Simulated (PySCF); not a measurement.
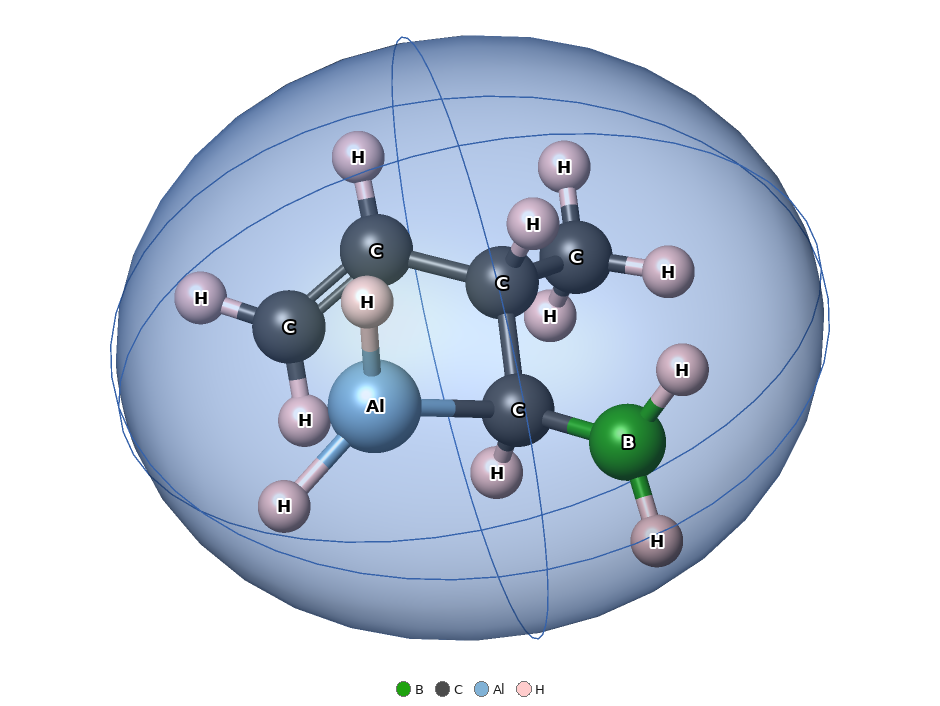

The ellipsoid shows the static dipole polarisability: its half-axes are proportional to the principal values. The geometry was computed by an optimisation with GFN2-xTB. No frequency run is at hand to confirm it as a minimum. Computed with CAM-B3LYP/def2-SVPD (PySCF 2.14.0).

**How large and how anisotropic is the polarisability?**

Principal values 85.8, 105.0, 112.7 bohr³; mean 101.2 bohr³ (14.99 Å³); anisotropy 24.0 bohr³, so the longest axis is 1.31 times the shortest.

The geometry is semi-empirical. Around Al, B such bond lengths and angles can be off by a tenth of an ångström or more and by several degrees, and values that hang on the shape move with them.
